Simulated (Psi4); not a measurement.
Process, species as SMILES: P (PH3) → [PH2-] + H+
B3LYP-D3(BJ)/def2-TZVP geometries, fixed; electronic energies without zero-point terms.

Basis-set convergence of the deprotonation energy at HF with Psi4. Cartesian d functions, on some or all atoms, in 6-31G*; all else is spherical. Density fitting with the program's default auxiliary sets. Psi4's default fitting sets serve the pcseg sets less well. No added dispersion term, no relativity. Functions are those of the species that has most. Reference: the value in aug-cc-pV(Q+d)Z, 376.40 kcal/mol, itself unsure by roughly 2.25 kcal/mol (its distance from def2-QZVPPD). Deviations are taken from unrounded values.

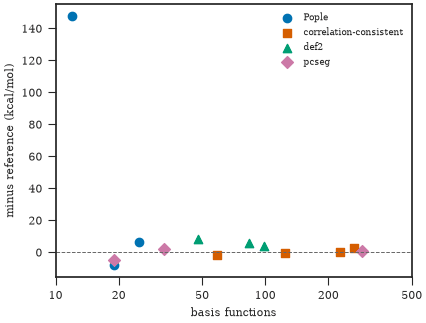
Figure: Deviation from the reference against the number of basis functions, by family of sets.

```csv
basis,functions,deprotonation energy (kcal/mol),minus reference (kcal/mol)
STO-3G,12,523.94,147.54
6-31G,19,368.54,-7.86
pcseg-0,19,371.44,-4.96
6-31G*,25,382.93,6.53
pcseg-1,33,378.77,2.36
def2-SVPD,48,385.03,8.63
aug-cc-pV(D+d)Z,59,374.83,-1.57
def2-TZVPP,84,382.34,5.94
def2-TZVPPD,99,380.52,4.11
aug-cc-pV(T+d)Z,124,376.16,-0.25
aug-cc-pV(Q+d)Z,227,376.40,0.00
cc-pV(5+d)Z,265,378.84,2.43
pcseg-4,288,376.96,0.56
```
